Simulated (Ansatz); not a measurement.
B5 (charge −1)

```yaml
atoms:
  - { symbol: B, position_ang: [0.5238, 1.0444, -0.0910] }
  - { symbol: B, position_ang: [-1.4116, -0.9452, 0.1005] }
  - { symbol: B, position_ang: [1.7012, -0.0385, -0.0266] }
  - { symbol: B, position_ang: [-1.0071, 0.5982, -0.0328] }
  - { symbol: B, position_ang: [0.1937, -0.6590, 0.0500] }
```

Geometry: r2SCAN-D4/def2-SVPD.

Theory: RKS PBE0-D4/def2-TZVPD (Ansatz).

### What will maps of the electron density and electron localisation function show?

B–B (1.60 Å): the density is about 1 e/Å³ at the midpoint; the ELF peaks at about 0.85 between the atoms; a covalent bond.
B–B (1.74 Å): ρ at the midpoint is about 0.87 e/Å³; the ELF peaks at about 0.75 between the atoms.

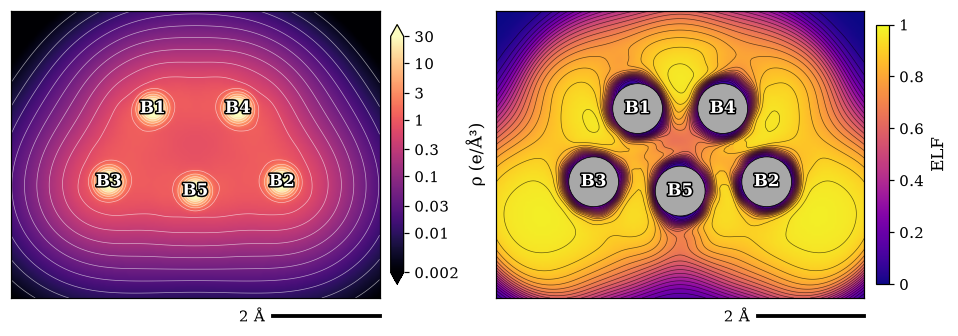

Computed electron density and electron localisation function on the molecular plane, in this order. Grey discs cover the atomic cores in the ELF map. 
